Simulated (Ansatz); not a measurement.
Input

```
crystal:
  periodic: [false, false, false]
  atoms:
    - { symbol: B, position_ang: [-0.097, 1.2824, 2.0978] }
    - { symbol: C, position_ang: [0.1937, 0.8379, 0.6098] }
    - { symbol: "N", position_ang: [0.116, -0.6191, 0.5319] }
    - { symbol: Si, position_ang: [0.495, -1.1568, -1.1506] }
    - { symbol: "N", position_ang: [-1.043, -0.8748, -2.1471] }
    - { symbol: H, position_ang: [0.5379, 1.0137, 2.9903] }
    - { symbol: H, position_ang: [-1.0519, 2.0275, 2.2839] }
    - { symbol: H, position_ang: [-0.5189, 1.3036, -0.0794] }
    - { symbol: H, position_ang: [1.2137, 1.2318, 0.3816] }
    - { symbol: H, position_ang: [0.9525, -0.9982, 1.1257] }
    - { symbol: H, position_ang: [1.5552, -0.4508, -1.71] }
    - { symbol: H, position_ang: [0.7282, -2.6012, -1.1284] }
    - { symbol: H, position_ang: [-1.45963, -1.81557, -2.45719] }
    - { symbol: H, position_ang: [-0.72682, -0.45521, -3.07315] }
basis:
  gaussian: { orbitals: def2-SVP }
hamiltonian:
  xc: pbe
  dispersion: d4
relax:
  f_tol: 0.015
  max_steps: 40
output:
  orbitals: {}
```

Run with:

```sh
ansatz run input.yaml --threads 2 --pin off --max-ram 3072MiB --backend cpu --events-out ev --progress --plain --runs-dir out
```

The fields are those of the relaxed geometry.

Computed with RKS PBE-D4/def2-SVP (Ansatz 0.2.0).

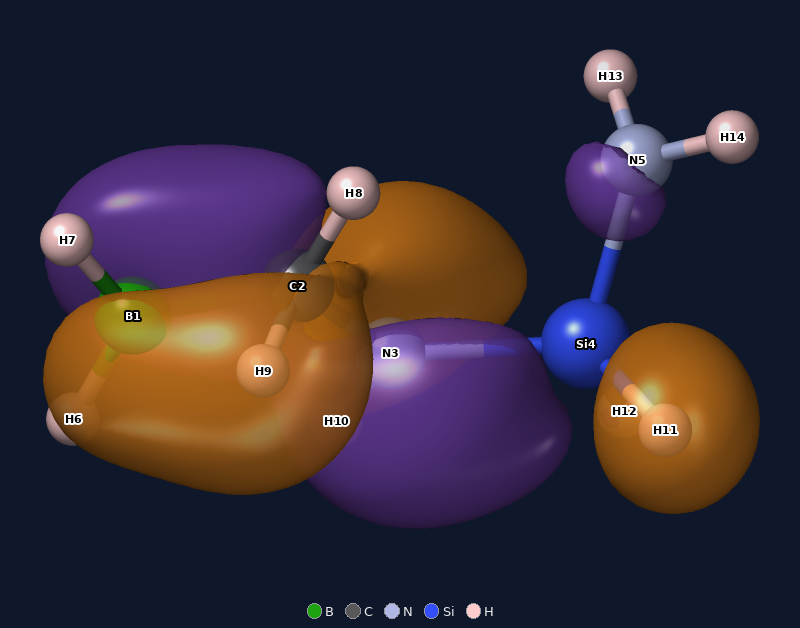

CH9BN2Si (SMILES BCN[SiH2]N). The HOMO at ±0.08 Å⁻³ᐟ² (orange and purple are the two phases), seen at a tilt.

> Describe this orbital and give its energy.

Its weight (Hirshfeld) is mainly on N3 (about 45 %), B1 (about 15 %), C2 (about 15 %) and H9 (about 10 %). Its energy is −5.61 eV.
